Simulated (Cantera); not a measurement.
Charge: 1 mol C2F6, 0.084 mol H2, at 0.100 bar.

These are equilibrium values from Cantera (NASA tables, ideal gas, pure condensed phases), not measurements of a reactor. Candidate condensed phases: C, C6H6, C7H8, C8H18; 95 gas species. The feed counts by its element totals alone. Gases not in the tables: C2F6 and larger saturated fluorocarbons. The numbers say what is thermodynamically allowed, not how fast it happens.

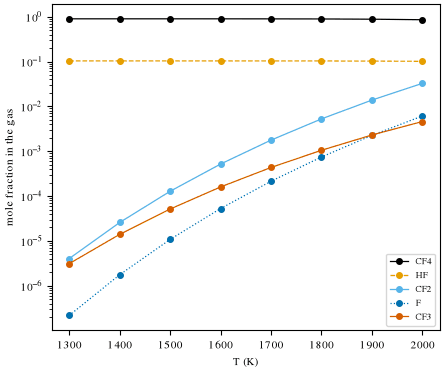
*Equilibrium gas composition (values under 1e-9 drawn at 1e-9)*

From 1300 K to 2000 K the condensed part is C(graphite). The main C-bearing gas is CF4 throughout.
